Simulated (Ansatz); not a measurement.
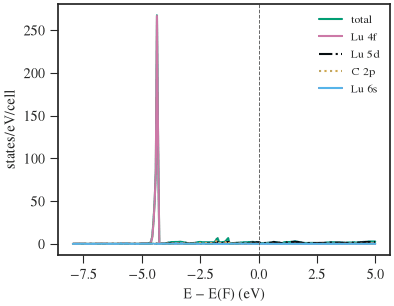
*Total and projected density of states of Lu$_{2}$C in space group R-3m (No. 166; Lu on 6c, C on 3b), r²SCAN in the plane-wave PAW code Ansatz*

Q: Which orbitals carry the states next to the Fermi level?

A: Within 0.5 eV of the Fermi level: Lu 5d 77 %, C 2p 8 %, Lu 6s 8 %. Projections are on Löwdin-orthogonalised atomic valence shells; empty p or d shells of many metals are not among them.

Q: Where is the tallest occupied peak in this window, and what makes it?

A: Near -4.3 eV, about 270 states/eV per cell; the largest projected share is Lu 4f.

The workflow started from a Materials Project entry (that database holds measured and hypothetical structures alike); the Crystallography Open Database copy checked does not list it. Its standing as an ambient phase is unchecked. Symmetry was held in the r²SCAN relaxation; whether a distortion lowers the energy is not shown. Scalar-relativistic: spin–orbit coupling is off unless named, which matters more the heavier the elements.

Potentials: the later of the program's two PAW sets.
